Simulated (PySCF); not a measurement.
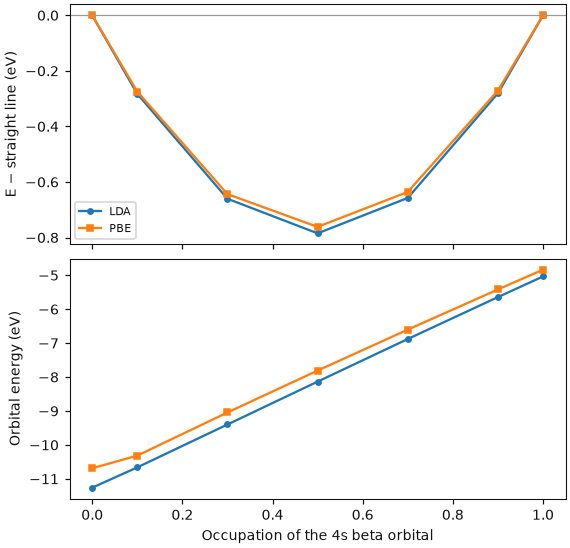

One 4s beta orbital of neutral iron ([Ar] 3d⁶ 4s²) is emptied in steps. The plot gives the energy less the straight line between the integer ends; the lower panel gives the orbital energy. PySCF, aug-cc-pVTZ-DK, spin-free X2C-1e, unrestricted single determinants, no spin-orbit coupling.

What do the curves say about each method?

Answer. LDA: convex (delocalisation error), largest departure −0.78 eV, removal energy 8.142 eV, orbital energy from −5.03 eV when full to −11.3 eV when empty; PBE: convex (delocalisation error), largest departure −0.76 eV, removal energy 7.832 eV, orbital energy from −4.83 eV when full to −10.7 eV when empty. The measured removal energy is 7.902 eV. The exact energy is a straight line between whole electron numbers.
